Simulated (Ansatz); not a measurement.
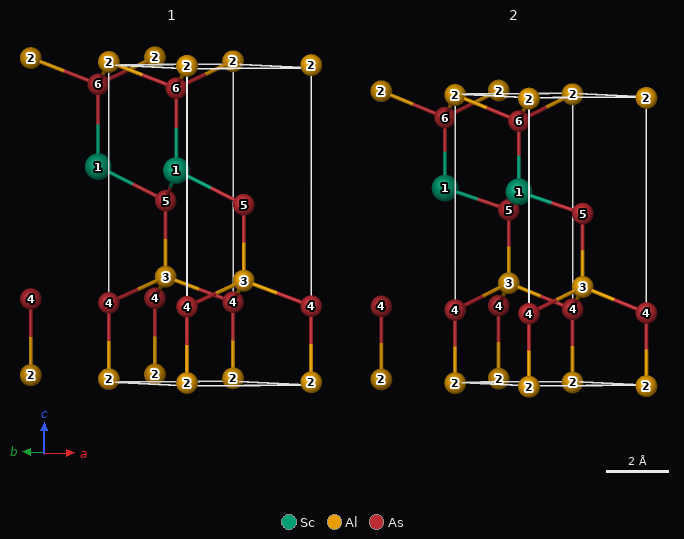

Two geometries of crystalline ScAl$_{2}$As$_{3}$ (built on the MnCd2Te3-156 type type), drawn at one scale. One is the start of a relaxation, the other its converged end. A ball-and-stick model of the cell of the calculation, repeated 1 × 2 × 1 with one cell outlined, seen from a free direction.

Level of theory: Ansatz, DFT, PBEsol, plane waves, PAW. Settings: plane-wave cutoff 420 eV; k-point mesh 6 × 6 × 2; occupations fermi dirac; smearing width 0.03 eV; no spin polarisation; cell and atoms relaxed; force threshold 0.01 eV/Å; at most 120 steps.

> Which one is relaxed?

Structure 1 is the relaxed one. After 6 accepted moves (8 points after the start) the energy has fallen by 360 meV per atom. The largest force component goes from 3.1 to 0.0023 eV/Å. The pressure goes from 22.52 to 0.00 GPa. The SCF was repeated twice at an unchanged geometry on a basis and grid sized afresh for the cell, which shifted the energy by 2.4 meV per atom at most. The atom that moves furthest relative to the cell is As5 (0.27 Å along −c). By element the largest moves are As 0.27 Å, Al 0.13 Å, Sc 0.06 Å. The volume changes by +23.2 %, with a = b 3.835 → 4.057 Å (+5.8 %), c 9.320 → 10.257 Å (+10.0 %). Some distances before and after: Sc1–As6 2.282 → 2.659 Å, Sc1–As5 2.314 → 2.576 Å, Al2–As6 2.361 → 2.481 Å, Al3–As4 2.359 → 2.472 Å. Bond angles that change, for instance: Sc1–As5–Sc1 111.9° → 103.9°, As5–Sc1–As5 111.9° → 103.9°, Sc1–As5–Al3 106.9° → 114.6°. The space group stays P3m1 (No. 156).
